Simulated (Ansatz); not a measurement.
# Calculations on BNH5SCl

## 1. Relaxation

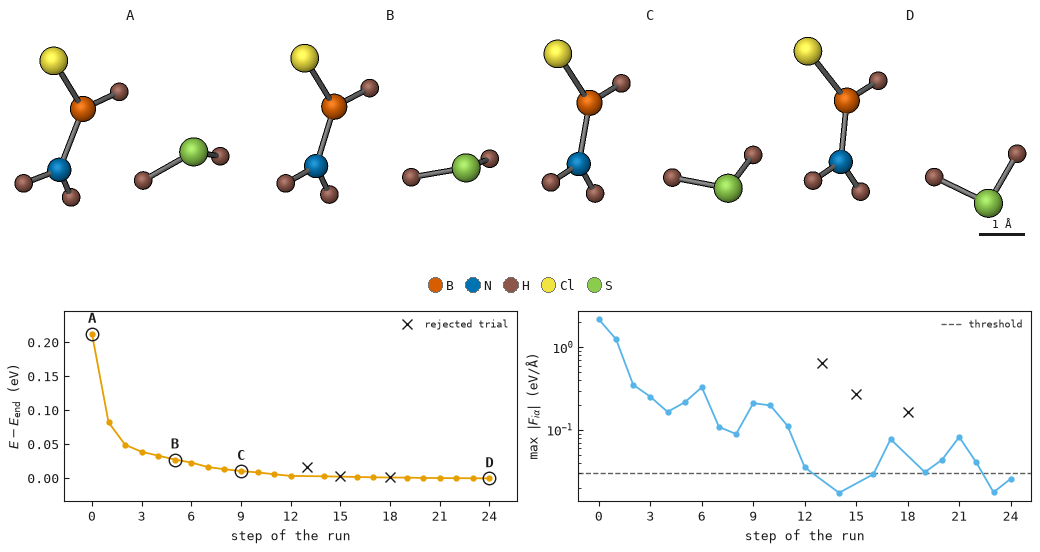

Frames of a relaxation of BNH₅SCl, marked on the history of the run. Style: ball-and-stick. Shown at a tilt.

The run prepares an end point of a later path (reaction) calculation, from a guessed geometry.

Level of theory: RKS PBE-D4/6-31G* (Ansatz 0.2.0). Set-up: no spin polarisation; force threshold 0.03 eV/Å; at most 50 steps.

> What happens along the run?

Over 21 accepted moves (24 points after the start) the energy falls by 0.213 eV. Largest force component: 2.2 eV/Å at the start, 0.026 eV/Å at the end. The line search rejected the trial steps at points 13, 15, 18 of the run. The forces were under the threshold at step 14, but the run went on from there. The atom that moves furthest after the best rigid fit is the S atom (1.24 Å). Largest moves by element: S 1.24 Å, Cl 0.71 Å, H 0.64 Å, B 0.45 Å, N 0.20 Å. Some distances before and after: B–N 1.477 → 1.400 Å, H–S 1.384 → 1.364 Å, B–Cl 1.773 → 1.781 Å. The run took 57 s on 1 thread of AMD EPYC 7R43 64-Core Processor (Zen 3), on a shared host, peak memory 0.17 GiB. From step 0 to 5: the S atom moves most (0.47 Å), energy −0.185 eV. From step 5 to 9: the S atom moves most (0.45 Å), energy −0.017 eV. From step 9 to 24: the S atom moves most (0.45 Å), energy −0.011 eV.

Limits of the set-up: the start holds two separate molecules, 2.3 Å apart at their closest, whose relative position is a soft coordinate.

## 2. Relaxation

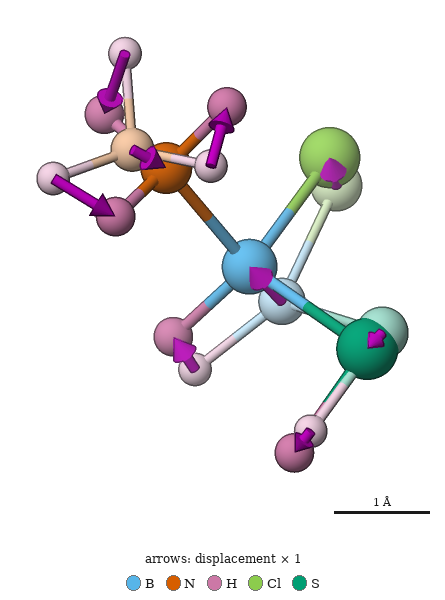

A relaxation of BNH5SCl. The starting structure is drawn faded, the final one solid; purple arrows show the displacements, at their true length. The two geometries are superimposed by the best rigid fit.

The picture is a ball-and-stick view, seen from a free direction.

The run prepares an end point of a later path (reaction) calculation, from a guessed geometry.

The calculation used Ansatz, RKS PBE-D4/6-31G*.

Input file:
```yaml
crystal:
  periodic: [false, false, false]
  atoms:
    - { symbol: B, position_ang: [0.197112, -0.610393, -0.484285] }
    - { symbol: "N", position_ang: [0.011383, -0.034704, 2.185535] }
    - { symbol: H, position_ang: [-0.849308, -0.04924, 2.742821] }
    - { symbol: H, position_ang: [0.679127, 0.579259, 2.663532] }
    - { symbol: Cl, position_ang: [1.586951, 0.400891, -0.884474] }
    - { symbol: H, position_ang: [-0.915955, -0.228604, -0.699946] }
    - { symbol: S, position_ang: [0.535497, -2.384864, -0.014238] }
    - { symbol: H, position_ang: [-0.77246, -2.748078, 0.070161] }
    - { symbol: H, position_ang: [0.404751, -0.999466, 2.190792] }
basis:
  gaussian: { orbitals: "6-31G*" }
hamiltonian:
  xc: pbe
  dispersion: d4
relax:
  f_tol: 0.03
  max_steps: 50
```

Run as
```bash
ansatz run input.yaml --threads 1 --pin off --max-ram 2048MiB --backend cpu --events-out ev --progress --plain --runs-dir out
```

Question: Describe the change and its energy.

Answer: The largest move after the best rigid fit is that of H4, 0.90 Å. Largest moves by element: H 0.90 Å, B 0.67 Å, Cl 0.50 Å, N 0.44 Å, S 0.25 Å. Some distances before and after: B1–N2 2.737 → 1.652 Å, B1–Cl5 1.765 → 1.860 Å, B1–S7 1.867 → 1.906 Å, B1–H6 1.196 → 1.209 Å. New bonds form, among them: B1–N2 (2.74 → 1.65 Å). Among the angles between lasting bonds that change: Cl5–B1–H6 120.6° → 113.5°, H6–B1–S7 121.2° → 114.8°, Cl5–B1–S7 117.3° → 112.1°. Over 11 accepted moves (12 points after the start) the energy falls by 21.1 kcal/mol. Largest force component: 0.62 eV/Å at the start, 0.019 eV/Å at the end. The line search rejected the trial step at point 8 of the run.

Limits of the set-up: the start holds two separate molecules, 2.6 Å apart at their closest, whose relative position is a soft coordinate.

## 3. Path

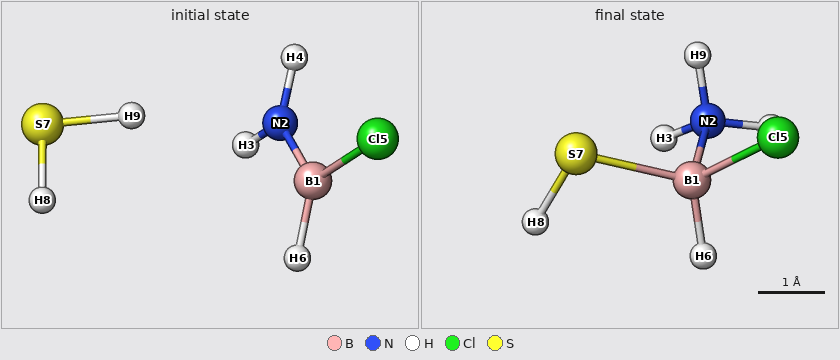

The two relaxed end points of a path for BNH$_{5}$SCl, made up at the start of BNH$_{3}$Cl and H2S. Style: ball-and-stick. Shown from a free direction.

All numbers below come from RKS PBE-D4/6-31G* in Ansatz 0.2.0.

Set-up: 5 movable images; climbing image; force threshold 0.05 eV/Å; iteration limit 60.

Start:
```xyz
9

B     0.0241    0.5924    0.1772
N     0.0911    0.2819    1.5409
H    -0.7133   -0.0812    2.0507
H     0.8989    0.4931    2.1262
Cl    1.4404    1.3045   -0.6344
H    -0.9695    0.3749   -0.4598
S     0.0871   -3.4033    1.4805
H    -0.4082   -3.5373    0.2238
H     0.4266   -2.1001    1.2647
```

End:
```xyz
9

B     0.1103   -0.5805    0.1769
N     0.1999   -0.1620    1.7730
H    -0.5744   -0.5790    2.3087
H     0.1848    0.8616    1.8998
Cl    1.5821    0.2900   -0.5549
H    -0.9493   -0.1553   -0.2214
S     0.2878   -2.4768    0.1040
H    -1.0443   -2.7534    0.1097
H     1.0801   -0.5197    2.1741
```

What barrier does the band find between them, and by what path?

The highest point, image 3, lies 17.4 kcal/mol above the start and 28.1 kcal/mol above the end; the end is at −10.7 kcal/mol relative to the start. Breaking: S7–H9 (1.36 → 1.53 at the top → 2.96 Å). Forming: B1–S7 (4.20 → 2.24 at the top → 1.91 Å), N2–H9 (2.42 → 1.54 at the top → 1.03 Å). The band converged in 15 iterations. The largest component of the band force went from 10 to 0.03 eV/Å. The climbing image converged on the top of the path. Its curvatures weren't checked.

Energies of the converged images:

```json
{"image": "0", "path (Å)": "0.00", "E (kcal/mol)": "0.0"}
{"image": "1", "path (Å)": "0.93", "E (kcal/mol)": "0.2"}
{"image": "2", "path (Å)": "1.85", "E (kcal/mol)": "2.3"}
{"image": "3", "path (Å)": "2.78", "E (kcal/mol)": "17.4"}
{"image": "4", "path (Å)": "3.57", "E (kcal/mol)": "-7.1"}
{"image": "5", "path (Å)": "4.36", "E (kcal/mol)": "-9.7"}
{"image": "6", "path (Å)": "5.15", "E (kcal/mol)": "-10.7"}
```

The geometry at the top of the path:

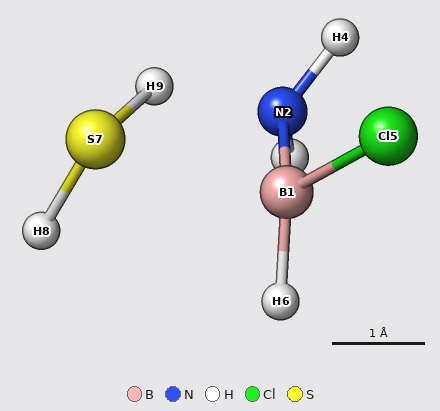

Limits of the set-up: the start holds two separate molecules, 2.4 Å apart at their closest, whose relative position is a soft coordinate.

Cost: 2.5 min on 1 thread of AMD EPYC 7R43 64-Core Processor (Zen 3), on a shared host, peak memory 0.14 GiB.
